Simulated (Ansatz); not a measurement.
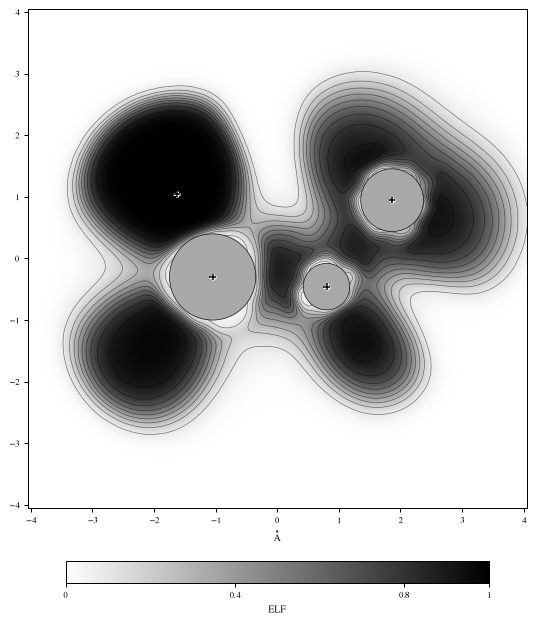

The electron localisation function on a plane through atoms (crosses mark nuclei in the plane; grey discs cover the cores).

Level of theory: Ansatz 0.2.0, RKS PBE0-D4/def2-TZVPP.

Candidates:
A. C$_{2}$H$_{5}$ClSi (SMILES ClC1C[SiH2]1)
B. C$_{2}$H$_{4}$FNSi (SMILES N=C1[SiH2]C1F)
C. AsBr$_{3}$ (SMILES Br[As](Br)Br)

Question: Which system is this?

Answer: Candidate A: C$_{2}$H$_{5}$ClSi on the plane of atoms Cl1, C2 and Si4, which holds Cl, C, Si and H. C–Cl (1.76 Å): the ELF peaks at about 0.85 between the atoms: a covalent bond. C–Si (1.85 Å): the ELF peaks at about 0.85 between the atoms; localised, covalent bonding.
